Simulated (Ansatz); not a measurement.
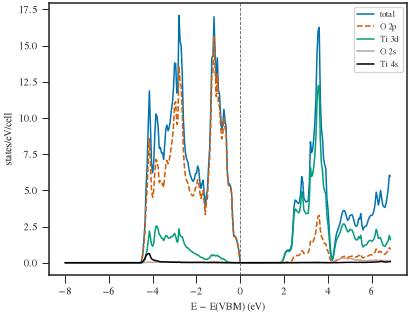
Figure. Total and projected density of states of BaSrTi$_{2}$O$_{6}$ in space group P4mm (No. 99; Pearson symbol tP10), DFT-PBE in the program Ansatz with PAW potentials

**Question.** Which orbitals carry the states next to the gap?

**Answer.** Top 1 eV of the valence band: O 2p 95 %. Bottom 1 eV of the conduction band: Ti 3d 85 %, O 2p 12 %. Projections are on Löwdin-orthogonalised atomic valence shells; empty p or d shells of many metals are not among them.

**Question.** Where is the tallest occupied peak in this window, and what makes it?

**Answer.** Near -2.8 eV, about 17 states/eV per cell; the largest projected share is O 2p.

The start of the workflow was typed in or built on a structure type; neither database checked (COD, Materials Project) lists it. Its standing as an ambient phase is unchecked. Symmetry was held in the PBE relaxation; whether a distortion lowers the energy is not shown. The workflow began spin-polarised and lost its moments. Spin–orbit coupling is left out wherever it is not named.

Potentials: the earlier of the program's two PAW sets.
